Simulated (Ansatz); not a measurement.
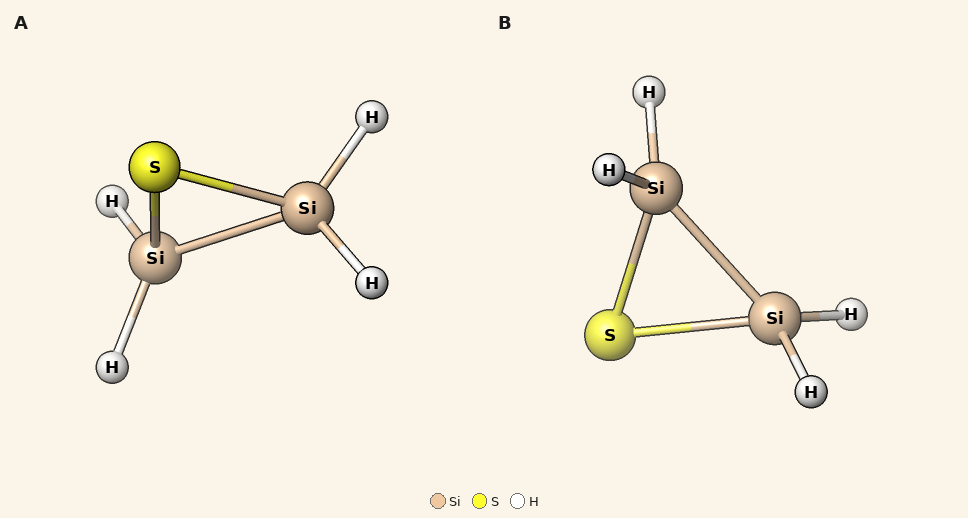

Depth is shown by fading: the farther an atom, the more it takes the colour of the background. The geometry was computed by an optimisation with PBE0-D4/def2-TZVP. No frequency run is at hand to confirm it as a minimum.

> How are A and B related: the same structure turned, mirror images, conformers, diastereomers or constitutional isomers?

They are the same structure, H4SSi2, seen from two directions. With point group C2v it is achiral, so its mirror image would be the same too.
